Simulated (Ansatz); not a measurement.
**C₄H₉NSi: density, localisation and related maps**

```xyz
15

C    -1.3756    0.9017   -0.2052
C    -0.5804   -0.3245   -2.9441
C    -1.6743   -2.1510   -0.6847
C     1.0389   -0.8718   -0.4694
N     2.1193   -1.0387   -0.0807
Si   -0.7088   -0.6020   -1.0978
H    -0.7603    1.7900   -0.4136
H    -2.4059    1.1137   -0.5327
H    -1.3884    0.7414    0.8835
H     0.0406    0.5559   -3.1690
H    -0.1327   -1.1964   -3.4445
H    -1.5804   -0.1578   -3.3751
H    -1.2320   -3.0336   -1.1711
H    -1.6889   -2.3295    0.4012
H    -2.7158   -2.0547   -1.0305
```

Geometry: PBE0-D3(BJ)/def2-SVP.

These are results of Ansatz, isolated molecule in a Gaussian basis; Kohn-Sham density functional theory, functional PBE0, not measurements.

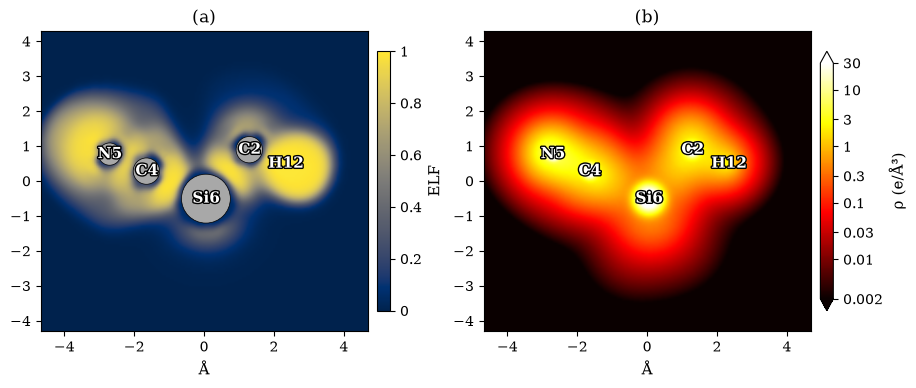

Figure 1. (a) electron localisation function; (b) total electron density on the plane of atoms Si6, C2 and H12. Grey discs cover the atomic cores in the ELF map.

What do the fields say about this system?

Answer.
- The section cuts through C, N, Si and H sites.
- C–N (1.16 Å): the density is about 3.6 e/Å³ at the midpoint; the ELF peaks at about 0.90 between the atoms: a short, multiple covalent bond.
- C–Si (1.87 Å): the density is about 0.97 e/Å³ at the midpoint; the ELF peaks at about 1 between the atoms, as expected for a shared electron pair.
- C–H (1.10 Å): ρ is about 1.8 e/Å³ halfway; the ELF climbs to about 1 towards the hydrogen, as it does in any bond to H; a covalent bond by its length.
- The ELF also peaks beside N5, away from the bonds: lone-pair regions.

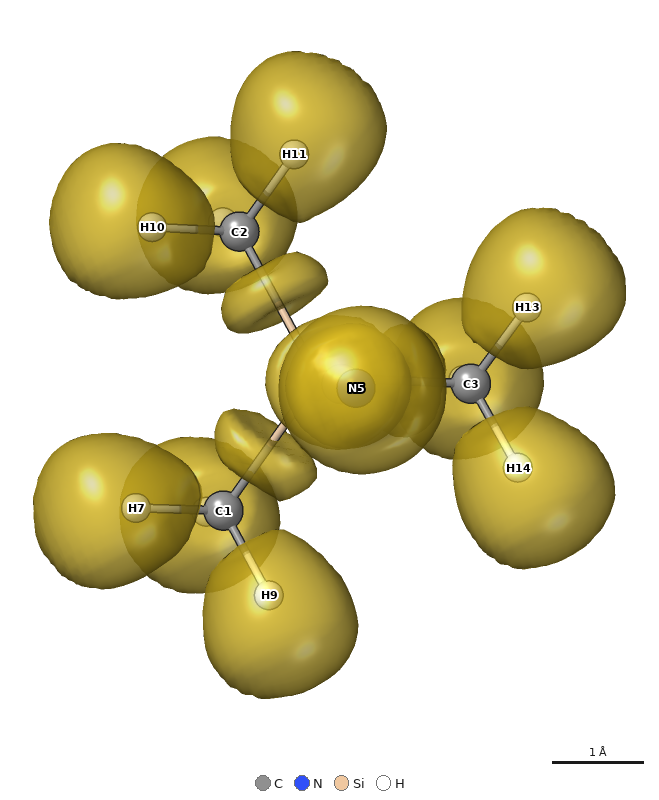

Figure 2. Isosurface of the ELF at 0.8 (yellow), seen across its widest extent. Only the valence region is drawn (cores and ρ < 0.01 e/Å³ removed).

Describe the localisation domains.

Answer. The surface consists of one region between bonded C–N atoms (shared pairs), four regions between bonded C–Si atoms (shared pairs), nine regions around hydrogen nuclei and one lobe on N, pointing away from the bonds (lone pairs).

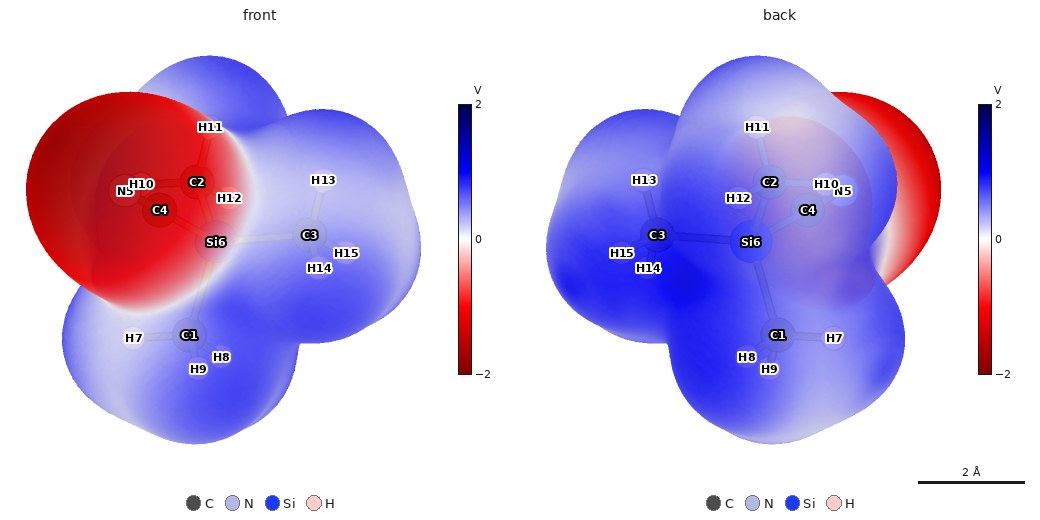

Figure 3. The electrostatic potential painted on the density surface at 0.001 e/bohr³, seen from the front and from behind; the colour scale runs from red (negative) to blue (positive).

Where is the surface potential most negative and most positive?

Answer. The most negative region (about −1.7 V) lies over N5, the most positive (about +1.0 V) over Si6. N5 is the likeliest acceptor of a hydrogen bond.

How polar is the molecule by this calculation?

Answer. Its dipole moment is 4.41 D.

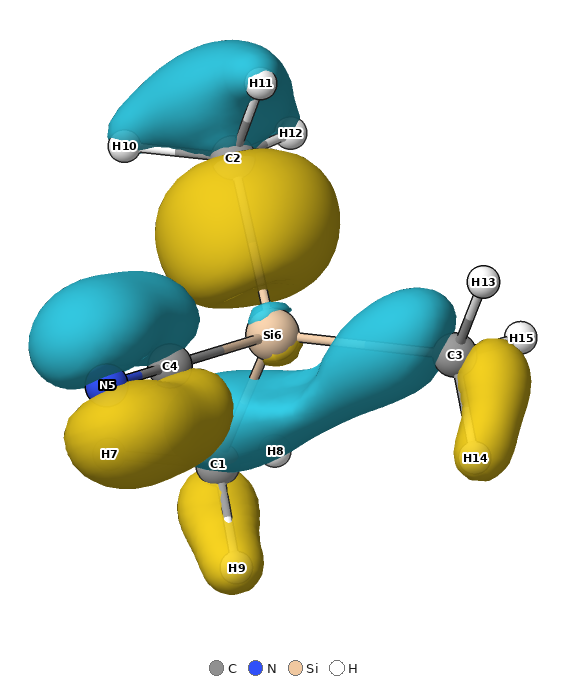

Figure 4. The HOMO at ±0.15 Å⁻³ᐟ² (yellow and cyan are the two phases), seen at a tilt.

What is the character of this orbital?

Answer. Its weight (Hirshfeld) is mainly on C2 (about 25 %), N5 (about 20 %), Si6 (about 15 %), C4 (about 10 %), C3 (about 10 %) and C1 (about 10 %). It is one of a degenerate set, so its orientation is arbitrary. Its energy is −9.03 eV.
